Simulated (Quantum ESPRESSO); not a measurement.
# Effort and miss along a sweep of ecutwfc: LaB6 (Pm-3m, 7 atoms in the cell)

Cell: a = 4.0928 Å, b = 4.0928 Å, c = 4.0928 Å, α = 90.00°, β = 90.00°, γ = 90.00°.

Method of the run: PBEsol, PseudoDojo standard norm-conserving (PBESOL) pseudopotentials (plane waves; Quantum ESPRESSO 7.5).

Base settings: ecutwfc = 110 Ry; occupations = smearing; smearing = marzari-vanderbilt; degauss = 0.019992 Ry; potentials = {La: La.upf, B: B.upf}; K_POINTS = automatic 6 6 6 0 0 0; conv_thr = 1e-10 Ry.

Misses are taken against the tightest run, 220 Ry, which need not be fully converged itself. The energy is the free energy per atom.

The count of work is k-points × plane waves × bands × iterations; it is no time, and leaves out set-up, grids and terms that scale otherwise. Core times come from one kind of shared machine and are given to one figure; runs under 30 s give none.

The starting cell comes from a database of computed structures (which also holds hypothetical and non-ambient phases and stackings), without a prior relaxation at this level. Its lattice was rescaled by a random factor within 2.5 % of one. In the base run, with a pressure of about 6 GPa the cell is away from its equilibrium volume at this level.

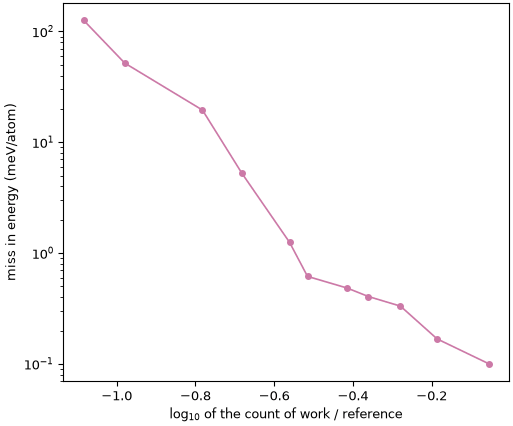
Figure: Miss against the count of work; the reference run is not drawn, and misses under 0.1 meV/atom are drawn there.

| ecutwfc | energy less reference (meV/atom) | pressure less reference (GPa) | largest difference in the force on any atom (eV/Å) | count of work / reference | core time / reference (rough) |
|---|---|---|---|---|---|
| 44 Ry | 125.79 | -3.26 | 0.039 | 0.082 | – |
| 55 Ry | 51.78 | -2.08 | 0.001 | 0.10 | – |
| 66 Ry | 19.52 | -1.43 | 0.016 | 0.17 | 0.2 |
| 77 Ry | 5.28 | -0.63 | 0.001 | 0.21 | 0.2 |
| 88 Ry | 1.25 | -0.12 | 0.000 | 0.27 | 0.4 |
| 99 Ry | 0.62 | -0.01 | 0.000 | 0.31 | 0.3 |
| 110 Ry | 0.48 | 0.00 | 0.000 | 0.38 | 0.5 |
| 126 Ry | 0.41 | 0.01 | 0.000 | 0.44 | 0.4 |
| 143 Ry | 0.33 | 0.00 | 0.000 | 0.53 | 0.5 |
| 165 Ry | 0.17 | 0.00 | 0.000 | 0.65 | 0.8 |
| 192 Ry | 0.08 | 0.01 | 0.000 | 0.88 | 0.9 |
| 220 Ry | 0.00 | 0.00 | 0.000 | 1.0 | 1 |

Coarsest setting among those run that, with all tighter ones, holds the energy within 2 meV/atom of the reference: 88 Ry, off by 1.3 meV/atom; it needs 0.27 of the reference's count of work and about 0.4 of the reference's time.

Coarsest setting among those run that, with all tighter ones, holds the energy within 1 meV/atom of the reference: 99 Ry, off by 0.62 meV/atom; it needs 0.31 of the reference's count of work and about 0.3 of the reference's time.

The step from 66 Ry to 192 Ry: it takes the miss in the energy from 20 to 0.08 meV/atom, for 5.3 times the count of work and roughly 4 times the time.
